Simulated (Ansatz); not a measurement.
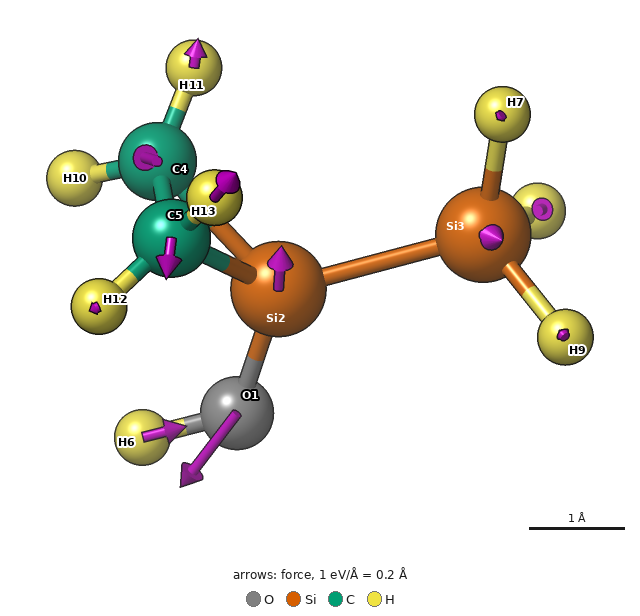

Starting geometry of C2H8OSi2 (coarse preliminary run) with the computed forces as purple arrows. A ball-and-stick model, seen at a tilt.

The start comes from a force field.

The calculation used RKS PBE-D4/def2-SVP in Ansatz 0.2.0.

Input file:
```yaml
crystal:
  periodic: [false, false, false]
  atoms:
    - {symbol: O, position_ang: [-1.685900, 1.243100, 0.342500]}
    - {symbol: Si, position_ang: [-0.457300, 0.267200, 0.166000]}
    - {symbol: Si, position_ang: [-0.012000, -1.244600, 1.746500]}
    - {symbol: C, position_ang: [0.112800, -0.080600, -1.571100]}
    - {symbol: C, position_ang: [0.919300, 0.896800, -0.899600]}
    - {symbol: H, position_ang: [-1.887300, 1.935400, -0.391800]}
    - {symbol: H, position_ang: [1.245400, -2.047400, 1.395300]}
    - {symbol: H, position_ang: [-1.065300, -2.183000, 1.956700]}
    - {symbol: H, position_ang: [0.315700, -0.579600, 3.109900]}
    - {symbol: H, position_ang: [-0.632600, 0.263700, -2.314800]}
    - {symbol: H, position_ang: [0.429800, -1.079100, -1.739100]}
    - {symbol: H, position_ang: [0.867700, 1.950600, -1.164100]}
    - {symbol: H, position_ang: [1.870200, 0.622800, -0.621800]}
basis:
  gaussian: {orbitals: def2-SVP}
hamiltonian: {xc: pbe, dispersion: d4}
relax: {f_tol: 0.03, max_steps: 200}
```

Run as
```bash
ansatz run in.yaml --threads 4 --pin off --events-out ev --progress --plain --max-ram 10444MiB
```

> What follows when this structure is relaxed?

It isn't relaxed: the largest force vector, on O1, is 5.45 eV/Å. The final displacements follow the starting forces only in part (cosine between the two patterns 0.40). Over 4 accepted moves (5 points after the start) the energy falls by 0.887 eV. Largest force component: 3.9 eV/Å at the start, 0.02 eV/Å at the end. The line search rejected the trial step at point 3 of the run. H6 moves most after the best rigid fit: 0.27 Å. Largest moves by element: H 0.27 Å, O 0.19 Å, Si 0.08 Å, C 0.08 Å. Near-neighbour distances that change, for instance: C4–C5 1.434 → 1.562 Å, O1–Si2 1.579 → 1.687 Å, Si2–Si3 2.232 → 2.320 Å, Si3–H8 1.426 → 1.505 Å. Among the angles between lasting bonds that change: O1–Si2–Si3 119.7° → 110.5°, Si2–C4–H10 111.2° → 119.2°, O1–Si2–C5 115.6° → 122.2°.
